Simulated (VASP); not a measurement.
Band structure of BN (space group F-43m). Calculation: PBEsol GGA, VASP's PBE PAW potentials (set 64) (plane waves; VASP).

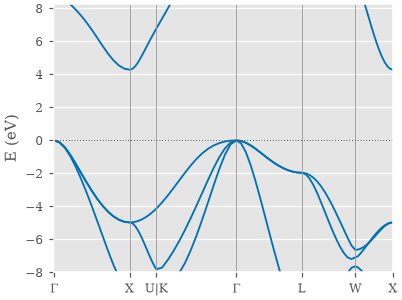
Figure. Bands along high-symmetry lines, zero at the valence-band maximum or, without a gap, the Fermi level

Read the plot: is there a gap, and where are the band edges?

The gap is indirect, 4.28 eV, from the valence maximum at Γ to the conduction minimum at X. (Edges off the drawn lines would not show.)

The structure comes from a computed database's BN entry (F-43m); how it stands against other phases isn't given here. It was relaxed first.
